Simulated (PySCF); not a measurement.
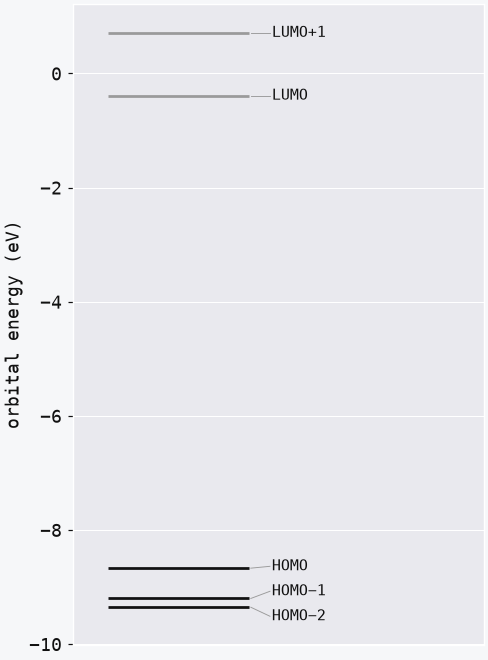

Kohn-Sham orbital energies near the frontier, CAM-B3LYP/def2-SVPD, PySCF, at a PBE0-D3(BJ)/def2-SVP geometry (no frequency check), isolated molecule; empty levels in grey, levels within 0.03 eV side by side.

### Which molecule has this level scheme?
A. C₂H₆HgO₂ (Hg(OMe)2), SMILES C[O][Hg][O]C, singlet
B. C₂H₁₃NOSi₃, SMILES CN[SiH2]C[SiH2]O[SiH3]
C. C₂H₃F₅S, SMILES C=C[S](F)(F)(F)(F)F

A. HOMO −8.67 eV, LUMO −0.39 eV, separation 8.28 eV.

Caveats: effective core potentials, which hold scalar relativity, on atoms heavier than Kr; spin-orbit coupling is left out, and with Hg it can shift these levels and split any degenerate set; one conformer of a flexible molecule; empty levels above zero depend strongly on the basis.
